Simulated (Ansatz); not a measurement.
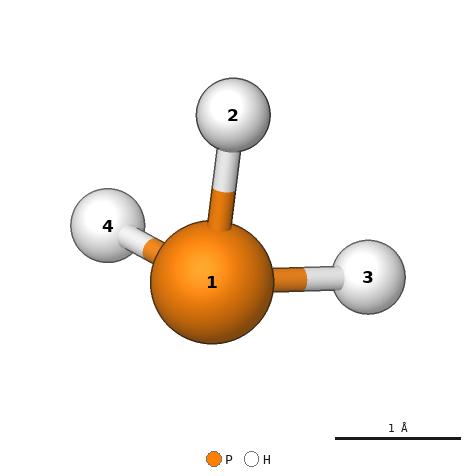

(Drawn from a calculation with Ansatz.)

The atoms are numbered. Geometry: a fixed input geometry, not necessarily a minimum.

Give the bond lengths.

```
 bond  length (Å)   order
P1–H2       1.464  single
P1–H3       1.464  single
P1–H4       1.464  single
```
